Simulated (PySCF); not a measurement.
# Cl4Ga2H4P2 ((Cl2Ga-mu-PH2)2): the cost of one run

Programs: PySCF 2.14.0, with routines of our own; each step states its level. All values are computed. Atoms count from 0.

## 1. The system as given

12 atoms, charge 0, multiplicity 1; geometry from: GFN2-xTB.

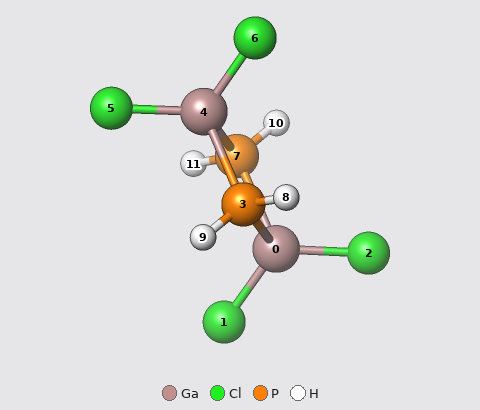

The starting geometry (gallium pink, chlorine green, phosphorus orange, hydrogen white); sticks join atoms by distance alone.

## 2. Magnetic properties: GIAO B3LYP/def2-SVP

Job settings and geometry (Å):

```
{"job": {"kind": "mag", "xc": "B3LYP", "basis": "def2-SVP"}, "charge": 0, "multiplicity": 1}
Ga    -0.540480     1.692820    -0.463100
Cl    -0.797310     2.166800    -2.478560
Cl    -0.887970     3.120720     1.017580
P      1.625250     0.494270    -0.084330
Ga     0.540270    -1.691510     0.468410
Cl     0.890470    -3.105070    -1.025700
Cl     0.795250    -2.184450     2.478640
P     -1.625520    -0.491190     0.095150
H      2.471460     1.025610     0.868550
H      2.502110     0.479040    -1.151160
H     -2.518320    -0.487670     1.148550
H     -2.455220    -1.019370    -0.874020
```

With the program's defaults for keys left out, this is: GIAO B3LYP/def2-SVP magnetisability, rotational g tensor and spin-rotation constants, non-relativistic, gas phase.

Launch:

```sh
OMP_NUM_THREADS=1 python excited_run.py task.json out
```

This one command runs all jobs of the session in turn.

**Question.** How long does this first job take on 1 thread of Arm Neoverse N1, shared host, and how much memory does it need?

About 1.8 min, with a peak of 1.1 GiB.
